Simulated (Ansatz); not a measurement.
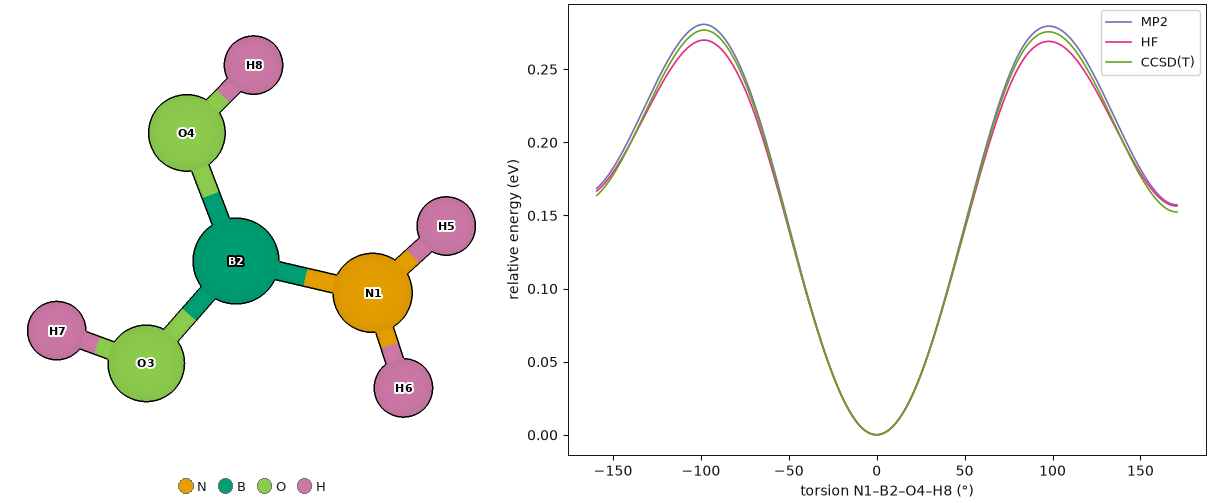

Rigid scan of the torsion N1–B2–O4–H8 in BNH₄O₂, SMILES NB(O)O. The Ansatz code 0.2.0, def2-TZVPP, cores frozen in correlated methods. A torsion is scanned from the minimum (PBE0-D4/def2-TZVP); energies less that of the minimum at the same level; relaxed scans hold all four atoms in place. Splines pass through the computed points.

How far can the coupled-cluster curve be trusted along the scan?

The calculation's T1 diagnostic reaches at most 0.011 (at 81°), under the customary mark of 0.02, so it gives no sign of multireference character.

Which curve follows CCSD(T) best, and which worst?

Best MP2, worst HF; largest departures: MP2 0.005, HF 0.007 eV. CCSD(T) is in the same finite basis, not at its limit.

Where is the minimum of each curve?

MP2: near 0°; HF: near 0°; CCSD(T): near 0° (from the spline).
